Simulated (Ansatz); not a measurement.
# Converging the plane-wave cutoff: Cu₃Sn (P3m1, 8 atoms in the cell)

```xyz
8
Lattice="5.5343 0.0000 0.0000 -2.7672 4.7929 0.0000 0.0000 0.0000 4.2941" Properties=species:S:1:pos:R:3 pbc="T T T"
Cu    -1.4740     4.0463     3.2205
Cu     4.2412     0.7466     1.0735
Cu     1.2931     0.7466     1.0735
Cu     1.4740     4.0463     3.2205
Cu     0.0000     1.4932     3.2205
Cu     2.7672     3.2997     1.0735
Sn     0.0000     3.1952     1.1235
Sn     2.7672     1.5976     3.2205
```

Computed with PBEsol, default PAW files made with PBE (plane waves; Ansatz, an electronic-structure program).

Base settings: basis.ecutwfc = 420 eV; kpoints.mp_grid.grid = 3 3 4; hamiltonian.xc = pbesol; hamiltonian.pseudopotentials = {kind: paw} (the program's default PAW files); scf.occupations.method = fermi_dirac; scf.occupations.width = 0.1 eV.

The second cell is the first with its lattice scaled by 0.98.

The mesh stays at the base's, so the ladder's end is converged at best in this setting alone.

The first pressure column holds Ansatz's estimate of the finite-basis (Pulay) stress, which hides part of the cutoff error; the other is without it.

Only quantities that move along the ladder and can be compared are tabulated.

The count of work is k-points × plane waves × bands × iterations; it is no time. 

The starting cell comes from a database of computed structures (which also holds hypothetical and non-ambient phases and stackings), without a prior relaxation at this level. Its lattice was rescaled by up to half a per cent. One atom was moved a little off its site on purpose. Spin polarisation is off. In the base run, with a pressure of about -3 GPa the cell is away from its equilibrium volume at this level. Without a gap this mesh is coarse (it stands for a supercell whose shortest vector is 17 Å).

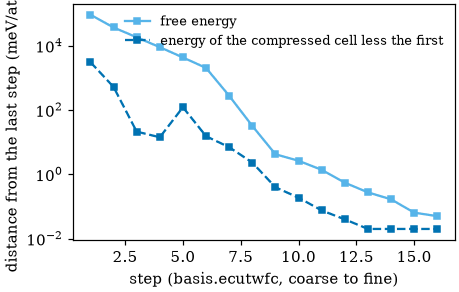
Fig. 1. Distance from the last step along the ladder; very small values are drawn at a floor.

| basis.ecutwfc | free energy less the last step's (meV/atom) | energy of the compressed cell less the first (meV/atom) | pressure (GPa) | pressure without the Pulay estimate (GPa) | largest difference of a force vector from the last step's (eV/Å) | count of work / last |
|---|---|---|---|---|---|---|
| 145 eV | 91872.09 | 3089.83 | 142.94 | -3603.91 | 3.469 | 0.073 |
| 170 eV | 36886.36 | 525.63 | 29.92 | -1687.75 | 1.269 | 0.092 |
| 190 eV | 18286.45 | -17.47 | -16.87 | -929.40 | 0.600 | 0.090 |
| 210 eV | 8978.28 | -10.39 | -7.23 | -509.74 | 0.723 | 0.10 |
| 230 eV | 4302.95 | 125.51 | -0.14 | -276.57 | 0.306 | 0.12 |
| 250 eV | 2030.66 | -11.51 | 4.16 | -150.03 | 0.134 | 0.12 |
| 295 eV | 276.41 | 10.78 | -0.94 | -31.42 | 0.104 | 0.18 |
| 335 eV | 31.96 | 6.13 | -2.69 | -7.37 | 0.008 | 0.22 |
| 380 eV | 4.20 | 4.20 | -2.99 | -3.22 | 0.002 | 0.23 |
| 420 eV | 2.64 | 3.99 | -3.01 | -3.11 | 0.001 | 0.27 |
| 460 eV | 1.38 | 3.88 | -3.03 | -3.12 | 0.001 | 0.31 |
| 505 eV | 0.55 | 3.85 | -3.04 | -3.08 | 0.000 | 0.35 |
| 565 eV | 0.27 | 3.82 | -3.04 | -3.05 | 0.000 | 0.42 |
| 630 eV | 0.17 | 3.81 | -3.04 | -3.05 | 0.000 | 0.50 |
| 735 eV | 0.06 | 3.81 | -3.04 | -3.04 | 0.000 | 0.70 |
| 840 eV | 0.04 | 3.81 | -3.04 | -3.04 | 0.000 | 0.75 |
| 1010 eV | 0.00 | 3.81 | -3.04 | -3.05 | 0.000 | 1.0 |

Coarsest basis.ecutwfc that holds the pressure within 0.1 GPa of the last step, with all finer ones: 380 eV, at 0.23 of the last step's count of work; the step before is off by 0.36 GPa.

Coarsest basis.ecutwfc that holds the free energy within 2 meV/atom of the last step, with all finer ones: 460 eV, at 0.31 of the last step's count of work; the step before is off by 2.6 meV/atom.

Coarsest basis.ecutwfc that holds the energy of the compressed cell less the first within 1 meV/atom of the last step, with all finer ones: 380 eV, at 0.23 of the last step's count of work; the step before is off by 2.3 meV/atom.

The energy difference between the two cells stays within 1 meV/atom of the last step's from 380 eV on, the total only from 505 eV on: much of the error is common to both cells and cancels.

At the lowest cutoff the pressure without the Pulay estimate lies 3600 GPa under the last step's, the usual sign of Pulay stress in an incomplete plane-wave basis.

Keys are those of Ansatz 0.2.
